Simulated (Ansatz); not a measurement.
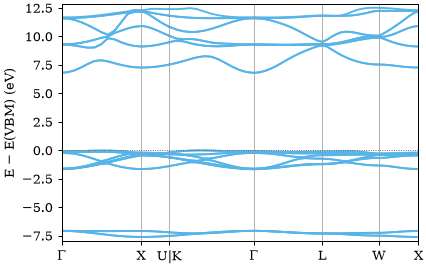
Band structure from plane-wave PAW PBEsol with spin–orbit coupling (Ansatz code)

Problem. Read off the gap and where the band edges lie.

Solution. About 6.8 eV (6.81 eV by a search for the band edges); maximum on the K–Γ line, 36 % of the way from K, minimum at Γ.

The material is BaF$_{2}$ (fluorite, Fm-3m).

The cell was relaxed with PBEsol under the symmetry of its start.

Potentials: the later of the program's two PAW sets.
